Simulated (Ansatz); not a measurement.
# Cl3FHf···OH (doublet): what the fields show

Input

```
crystal:
  periodic: [false, false, false]
  atoms:
    - { symbol: Hf, position_ang: [-0.028912, 0.001237, -0.063706] }
    - { symbol: Cl, position_ang: [-0.013309, -0.008004, 2.408623] }
    - { symbol: F, position_ang: [1.748916, -0.000417, -0.732102] }
    - { symbol: Cl, position_ang: [-1.110488, 1.906375, -0.882928] }
    - { symbol: Cl, position_ang: [-1.110283, -1.900725, -0.892735] }
    - { symbol: O, position_ang: [0.007912, 0.015328, 5.200258] }
    - { symbol: H, position_ang: [-0.514935, -0.814894, 5.051988] }
magnetization:
  spin_polarized: true
  initial_magnetization: 1
basis:
  gaussian: { orbitals: def2-SVP }
hamiltonian:
  xc: pbe
relax:
  f_tol: 0.03
  max_steps: 50
output:
  orbitals: {}
```

Command:

```sh
ansatz run input.yaml --threads 4 --pin off --max-ram 5120MiB --backend cpu --events-out ev --progress --plain --runs-dir out
```

The fields are those of the run's last geometry, not of the input's.

Core potentials replace the inner electrons of Hf.

Method: UKS PBE/def2-SVP (Ansatz 0.2.0).

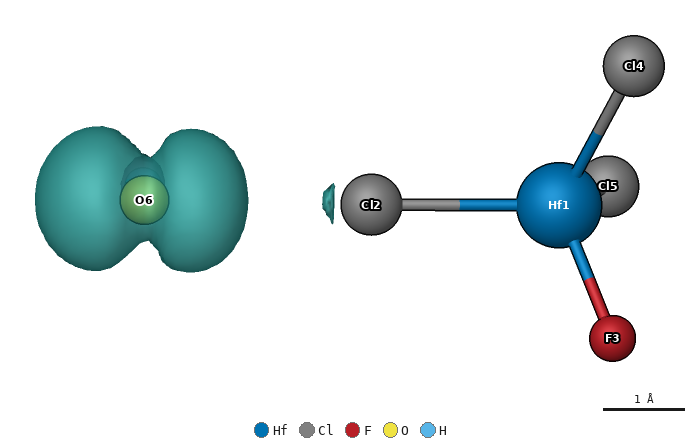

Figure 1. Isosurfaces of the spin density (α minus β) at +0.02 (teal) and −0.02 e/Å³ (pink), seen from one side.

**Describe the spin distribution.**

The unpaired spin (1 electron) lies mostly on O6 (about 0.9), in electrons by Hirshfeld's partition.

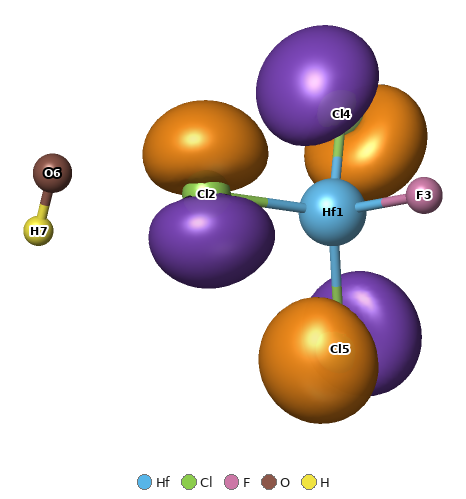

Figure 2. The HOMO−1 (α) at ±0.1 Å⁻³ᐟ² (orange and purple are the two phases), seen at a tilt.

**Where does this orbital lie, and at what energy?**

It lies mainly on Cl4 (about 35 %), Cl5 (about 30 %) and Cl2 (about 30 %); largely a combination of lone pairs on Cl4, Cl5 and Cl2. Its energy is −8.33 eV.

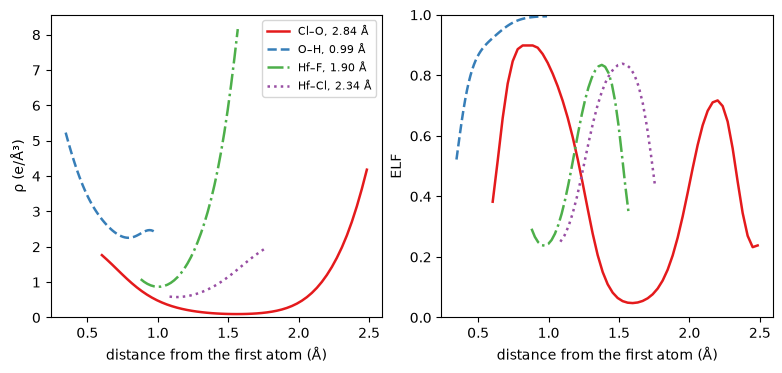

Figure 3. Electron density and electron localisation function along straight lines between neighbouring atoms. The curves leave out the atomic cores.

**Compare the contacts.**

Cl2···O6 (2.84 Å): the density falls to about 0.1 e/Å³ on the way; the ELF dips to about 0.05 between them.
O–H (0.99 Å): the density is about 3.5 e/Å³ at the midpoint; the ELF climbs to about 1 towards the hydrogen, as it does in any bond to H: an ordinary covalent bond to hydrogen.
Hf–F (1.90 Å): ρ is about 0.91 e/Å³ halfway; the ELF peaks at about 0.85 in the valence shell of F, 0.5 Å from its nucleus, and drops to about 0.25 between the two atoms.
Hf–Cl (2.34 Å): ρ at the midpoint is about 0.58 e/Å³; the ELF peaks at about 0.85 in the valence shell of Cl, 0.8 Å from its nucleus, and is about 0.35 at the midpoint.
